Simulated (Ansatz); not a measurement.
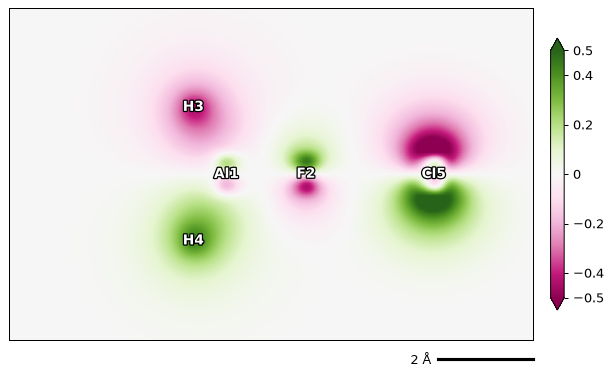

Figure 1: AlFH2···Cl (doublet). The HOMO (α) on the molecular plane (values in Å⁻³ᐟ²; the overall sign is arbitrary).

All numbers below come from UKS PBE0/def2-SVP in Ansatz.

```xyz
5

Al    0.0000    0.0000   -0.1078
F     0.0000    0.0000    1.5741
H     1.4128    0.0000   -0.8095
H    -1.4128    0.0000   -0.8095
Cl    0.0000    0.0000    4.2727
```

> What is the character of this orbital?

Its weight (Hirshfeld) is mainly on Cl5 (about 60 %), Al1 (about 15 %), H3 (about 10 %) and H4 (about 10 %); it is symmetric in the molecular plane (an in-plane orbital: σ, lone-pair or in-plane π type). Its energy is −8.90 eV.
